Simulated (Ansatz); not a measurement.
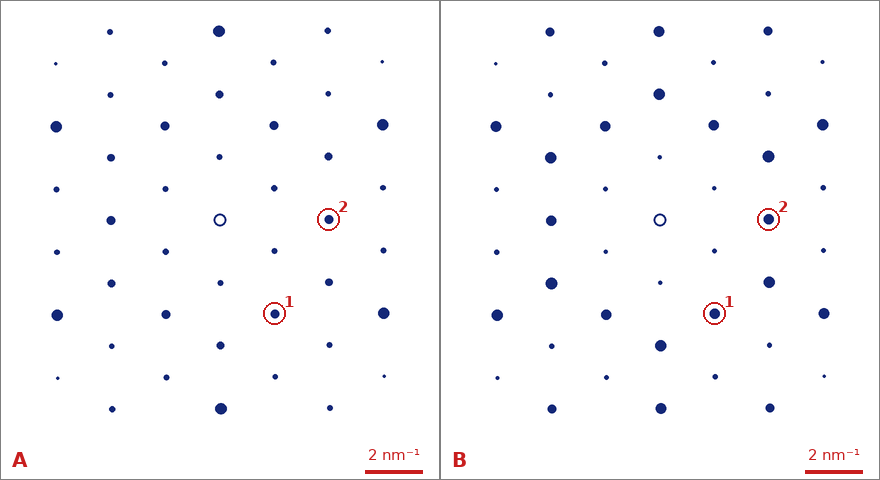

Kinematic electron diffraction patterns (200 kV, B = 0.5 Å², same scale) along [001] of the run's own cell, for the start and the end of one relaxation of LiAl2BrN6 with Ansatz 0.2.0, DFT, PAW plane waves, pbe. k mesh 6×6×4. The start is a generated model structure, and the relaxation ends in the nearest stationary point of its symmetry, not necessarily the ground state. Spot 1 is -1 -1 0 and spot 2 is 1 -2 0 in both.

Start structure:

```
CELL_PARAMETERS angstrom
5.21896 0.00000 0.00000
-2.60948 4.51975 0.00000
0.00000 0.00000 7.32358
ATOMIC_POSITIONS crystal
Li 0.00000 0.00000 0.00000
Al 0.33330 0.66670 0.00000
Al 0.66670 0.33330 0.00000
N 0.00000 0.63615 0.13340
N 0.36385 0.36385 0.13340
N 0.63615 0.00000 0.13340
N 0.36385 0.00000 0.86660
N 0.63615 0.63615 0.86660
N 0.00000 0.36385 0.86660
Br 0.00000 0.00000 0.50000
```

**Which pattern belongs to the start structure, and which to the relaxed one?**

A is the start: its cell gives d(1) = 2.609 Å, d(2) = 2.609 Å and an angle of 60.0°. The spot positions hardly differ, so the intensities decide: those computed from the start structure match A, and B is the relaxed structure.

**Name reflections whose intensity changes strongly on relaxation.**

0 2 0 goes from 21 to 100 % of the strongest spot; 1 -2 0 goes from 35 to 68 % of the strongest spot.

**What did the relaxation do to the structure and the energy?**

The cell was held fixed; with the mean shift removed, the atoms moved by up to 0.45 Å relative to the cell (N most); the space group stayed P-31m (No. 162); the free energy fell by 220 meV an atom.
